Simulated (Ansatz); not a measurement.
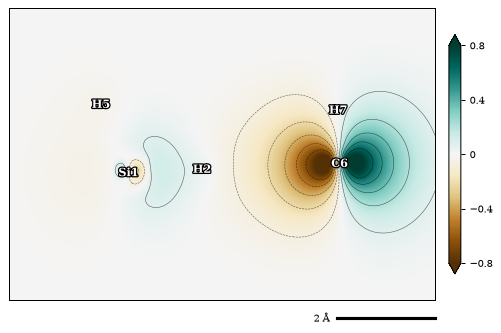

*SiH$_{4}$···CH$_{3}$ (doublet). The LUMO (β) on the plane of atoms H2, Si1 and H5 (values in Å⁻³ᐟ²; the overall sign is arbitrary).*

Level of theory: UKS PBE/6-31G* in Ansatz.

```xyz
9

Si    0.0003    0.0000   -0.3827
H     0.0002    0.0000    1.1173
H     1.4117   -0.0001   -0.8879
H    -0.7052    1.2223   -0.8881
H    -0.7054   -1.2222   -0.8880
C     0.0000    0.0000    3.9356
H    -0.5890   -0.9175    3.9456
H     1.0890   -0.0513    3.9455
H    -0.5001    0.9688    3.9457
```

### Where does this orbital lie, and at what energy?

By Hirshfeld shares it lies mainly on C6 (about 75 %), H7 (about 5 %), H8 (about 5 %) and H9 (about 5 %). Its energy is −2.30 eV.
